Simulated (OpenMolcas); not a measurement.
Single-point calculation of HF (part 2 of 2)

The same run, continued: HF; CASSCF/ANO-L-VTZP (OpenMolcas 26.06). The geometry comes from this level: PBE0-D4/def2-TZVP.

Geometry of the input (Å):
```
F  -0.3900  0.1446  -0.1964
H  0.3900  -0.1446  0.1964
```

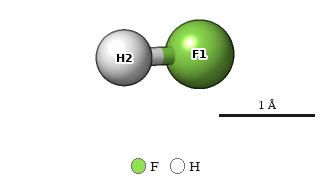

Figure 1. The structure (ball-and-stick view, seen at a tilt; atoms are numbered from 1 in the order of the input).

What the program printed, continued
```
++    Natural Bond Order analysis
      ---------------------------
      Based on LoProp computed density
      -------------------------------------------------------------------------------------
      Atom A       Atom B       Bond Order
      -------------------------------------------------------------------------------------
      NBO located      0.999 non-bonded electrons on atom F1
      NBO located      1.020 non-bonded electrons on atom F1
      The remaining    3.185 electrons are to be considered as diffuse
--

--

      Average orbitals are written to the RASORB file
      Natural orbitals for root   1 are written to the RASORB.1 file
      Spin density orbitals for root   1 are written to the SPDORB.1 file

--- Stop Module: rasscf /rc=_RC_ALL_IS_WELL_ ---

>>> COPY step2.RunFile RUNFIL1

>>> COPY step2.RasOrb INPORB

--- Start Module: gateway ---

                                              &GATEWAY

                       available to each process: 1.9 GB of memory, 1 thread

++    Symmetry information:
      ---------------------

                    Character Table for C1

                             E
                    a        1  x, y, xy, Rz, z, xz, Ry, yz, Rx, I
--

++    Basis set information:
      ----------------------

      Basis set label: F.ANO-L...4S3P2D1F.

      Electronic valence basis set:
      ------------------
      Associated Effective Charge   9.000000 au
      Associated Actual Charge      9.000000 au
      Nuclear Model: Point charge

      Shell  nPrim  nBasis  Cartesian Spherical Contaminant
         s      14       4        X
         p       9       3        X
         d       4       2                 X
         f       3       1                 X

      Basis set label: H.ANO-L...3S2P1D.

      Electronic valence basis set:
      ------------------
      Associated Effective Charge   1.000000 au
      Associated Actual Charge      1.000000 au
      Nuclear Model: Point charge

      Shell  nPrim  nBasis  Cartesian Spherical Contaminant
         s       8       3        X
         p       4       2        X
         d       3       1                 X
--

++    Molecular structure info:
      -------------------------

                    ************************************************
                    **** Cartesian Coordinates / bohr, angstrom ****
                    ************************************************

     Center  Label                x              y              z                     x              y              z
        1      F1              -0.736993       0.273254      -0.371142             -0.390000       0.144600      -0.196400
        2      H2               0.736993      -0.273254       0.371142              0.390000      -0.144600       0.196400
--

            Nuclear Potential Energy              5.17695230 au

--- Stop Module: gateway /rc=_RC_ALL_IS_WELL_ ---

--- Start Module: seward ---

                                              &SEWARD

                       available to each process: 1.9 GB of memory, 1 thread

               SEWARD will generate:
                  Multipole Moment integrals up to order  2
                  Kinetic Energy integrals
                  Nuclear Attraction integrals (point charge)
                  One-Electron Hamiltonian integrals
                  Velocity integrals
                  Orbital angular momentum around ( -0.6627   0.2457  -0.3337 )
                  Velocity quadrupole around ( -0.6627   0.2457  -0.3337 )
                  RI decomposed two-electron repulsion integrals stored Cholesky style
                   - acCD auxiliary basis
                   - CD Threshold:   1.00E-04

                   Integrals are discarded if absolute value <: 1.00E-14
                   Integral cutoff threshold is set to       <: 1.00E-16

            Nuclear Potential Energy              5.17695230 au

      Basis set specifications :
      Symmetry species         a
      Basis functions           44

--- Stop Module: seward /rc=_RC_ALL_IS_WELL_ ---

>>> COPY step2.RunFile RUNFIL2

--- Start Module: expbas ---

                                              &EXPBAS

                       available to each process: 1.9 GB of memory, 1 thread

 Header on input orbitals file:
* RASSCF average (pseudo-natural) orbitals

 Information from input runfile
           Number of symmetries    1
      Number of basis functions    6

 Information from expanded basis set runfile
           Number of symmetries    1
      Number of basis functions   44
 New orbitals have been built in file EXPORB
--- Stop Module: expbas /rc=_RC_ALL_IS_WELL_ ---

--- Start Module: rasscf ---

                                              &RASSCF

                       available to each process: 1.9 GB of memory, 1 thread

      Header of the ONEINT file:
      --------------------------

      OrdInt status: non-squared

      Cartesian coordinates in angstrom:
      -----------------------------------------------------
      No.  Label        X            Y            Z
      -----------------------------------------------------
       1   F1        -0.39000000   0.14460000  -0.19640000
       2   H2         0.39000000  -0.14460000   0.19640000
      -----------------------------------------------------
      Nuclear repulsion energy =    5.17695230

++    Wave function specifications:
      -----------------------------

      Number of closed shell electrons           2
      Number of electrons in active shells       8
      Max number of holes in RAS1 space          0
      Max nr of electrons in RAS3 space          0
      Number of inactive orbitals                1
      Number of active orbitals                  5
      Number of secondary orbitals              38
      Spin quantum number                      0.0
      State symmetry                             1
--

++    Orbital specifications:
      -----------------------

      Symmetry species                           1
                                                 a
      Frozen orbitals                            0
      Inactive orbitals                          1
      Active orbitals                            5
      RAS1 orbitals                              0
      RAS2 orbitals                              5
      RAS3 orbitals                              0
      Secondary orbitals                        38
      Deleted orbitals                           0
      Number of basis functions                 44
--

++    CI expansion specifications:
      ----------------------------

      Number of CSFs                            15
      Number of spin combinations               15
      Number of determinants                    25
      Number of root(s) required                 1
      Root chosen for geometry opt.              1
      CI root used                               1

      highest root included in the CI            1
      max. size of the explicit Hamiltonian     15
--

++    Optimization specifications:
      ----------------------------

      RASSCF algorithm: LK RI/DF
      Maximum number of macro iterations       200
      Maximum number of SX iterations          100
      Threshold for RASSCF energy            1.000E-08
      Threshold for max MO rotation          1.000E-01
      Threshold for max BLB element          1.000E-04
      Level shift parameter                  5.000E-01
      Make Quasi-Newton update
--

      The MO-coefficients are taken from the file:
      step2.ExpOrb
      Title:Basis set expanded orbital file EXPORB

      Total molecular charge    0.00

      ************************************************************************************************************************
      *                                            Wave function control section                                             *
      ************************************************************************************************************************

                                         RASSCF iterations: Energy and convergence statistics
                                         ----------------------------------------------------

          iter iter root      energy       change     param      element    value   shift minimum  type update hh:mm:ss
 Nr of preliminary CI iterations:   1
        1   1   18    1  -100.00514405    0.00E+00   1.13E-01*   3   7 1  1.97E-01*  0.00   0.00    SX    NO    0:00:00
        2   1   29    1  -100.08812475   -8.30E-02* -6.64E-02    3  33 1 -4.25E-02*  0.00   0.00    SX    NO    0:00:00
        3   1   20    1  -100.09245517   -4.33E-03* -3.33E-02    3   8 1  1.40E-02*  0.00   0.00    SX    NO    0:00:00
        4   1   19    1  -100.09316722   -7.12E-04* -1.60E-02    3   8 1  5.93E-03*  0.00   0.00    SX    NO    0:00:00
        5   1   19    1  -100.09332479   -1.58E-04* -1.48E-02    3  33 1 -2.86E-03*  0.00   1.97    LS   YES    0:00:00
        6   1   17    1  -100.09337442   -4.96E-05* -1.76E-03    1   6 1  1.27E-03*  0.00   1.06    QN   YES    0:00:00
        7   1   16    1  -100.09337765   -3.22E-06* -1.14E-03    3   7 1 -3.38E-04*  0.00   1.65    LS   YES    0:00:00
        8   1   15    1  -100.09337823   -5.88E-07*  7.09E-04    1   7 1  5.87E-04*  0.00   1.01    QN   YES    0:00:00
        9   1   13    1  -100.09337845   -2.21E-07*  5.27E-04    1   6 1 -1.66E-04*  0.00   1.30    QN   YES    0:00:00
       10   1   12    1  -100.09337848   -3.06E-08* -1.59E-04    1   7 1 -4.57E-05   0.00   1.12    QN   YES    0:00:00
       11   1    9    1  -100.09337849   -3.09E-09  -9.20E-05    1   7 1 -1.95E-05   0.00   1.29    QN   YES    0:00:00
      Convergence after 11 iterations
       12   1    9    1  -100.09337849   -6.89E-10  -9.20E-05    1   7 1  5.46E-06   0.00   1.29    QN   YES    0:00:00

      ************************************************************************************************************************
                                                      Wave function printout:
                       occupation of active orbitals, and spin coupling of open shells (u,d: Spin up or down)
      ************************************************************************************************************************

      Note: transformation to natural orbitals
      has been made, which may change the order of the CSFs.

      printout of CI-coefficients larger than  0.05 for root  1
      energy=    -100.093378
      conf/sym  11111     Coeff  Weight
             1  22220  -0.99487 0.98976
            13  20222   0.09959 0.00992

      Natural orbitals and occupation numbers for root  1
      sym 1:   1.999801   1.980162   1.999780   1.999780   0.020477

      ************************************************************************************************************************
      *                                                    Final results                                                     *
      ************************************************************************************************************************

++    Final optimization conditions:
      ------------------------------

      Average CI energy                            -100.09337849
      RASSCF energy for state  1                   -100.09337849
      Super-CI energy                                -0.00000000
      RASSCF energy change                           -0.00000000
      Max change in MO coefficients              -1.587E-04
      Max non-diagonal density matrix element    -9.202E-05
      Maximum BLB matrix element                  5.460E-06
      (orbital pair   1,   7 in symmetry   1)
      Norm of electronic gradient            9.861E-06
--

      Final state energy(ies):
      ------------------------

::    RASSCF root number  1 Total energy:   -100.09337849
      Von Neumann Entropy (Root   1) =  0.08237

      Mulliken population analysis for root number:  1
      -----------------------------------------------

++    Molecular charges:
      ------------------

      Mulliken charges per centre
      ---------------------------

                F1      H2
      Total    9.3647  0.6353

      N-E     -0.3647  0.3647

      Total electronic charge=   10.000000

      Total            charge=   -0.000000
--

      Expectation values of various properties for root number:  1
      -----------------------------------------------------------

++    Molecular properties:
      ---------------------

      Charge (e):
                      =   -0.0000
      Dipole Moment (debye):
      Origin of the operator (angstrom)=   -0.3507    0.1300   -0.1766
                   X=  1.5307E+00               Y= -5.6755E-01               Z=  7.7086E-01           Total=  1.8054E+00
      Quadrupole Moment (debye*angstrom):
      Origin of the operator (angstrom)=   -0.3507    0.1300   -0.1766
                  XX= -4.1061E+00              XY= -5.9633E-01              XZ=  8.0996E-01              YY= -5.4934E+00
                  YZ= -3.0031E-01              ZZ= -5.3066E+00
      In traceless form (debye*angstrom)
                  XX=  1.2939E+00              XY= -8.9450E-01              XZ=  1.2149E+00              YY= -7.8703E-01
                  YZ= -4.5046E-01              ZZ= -5.0685E-01
--

      LoProp population analysis for root number:  1
      -----------------------------------------------

++    LoProp analysis:
      ----------------

++    Static properties:
      ------------------

      LoProp Charges per center

                   F1       H2
      Nuclear      9.0000   1.0000
      Electronic  -9.4286  -0.5714

      Total       -0.4286   0.4286
--

      Natural Bond Order analysis for root number:  1

++    Natural Bond Order analysis
      ---------------------------
      Based on LoProp computed density
      -------------------------------------------------------------------------------------
      Atom A       Atom B       Bond Order
      -------------------------------------------------------------------------------------
      NBO located      1.000 non-bonded electrons on atom F1
      The remaining    4.314 electrons are to be considered as diffuse
--

--

      Average orbitals are written to the RASORB file
      Natural orbitals for root   1 are written to the RASORB.1 file
      Spin density orbitals for root   1 are written to the SPDORB.1 file

--- Stop Module: rasscf /rc=_RC_ALL_IS_WELL_ ---
--- Module rasscf spent 1 second ---

.##################.
.# Happy landing! #.
.##################.

    Timing: Wall=3.65 User=2.99 System=0.64
```

Key numbers

| quantity | value |
| --- | --- |
| outcome | converged |
| total energy | −100.093378 hartree |
| CASSCF energy | −100.093378 hartree |
| basis functions | 44 |
| wall time | 3.9 s |
| peak memory | 0.37 GiB |

The record of the run, not the program, notes: an active orbital is nearly full or empty.
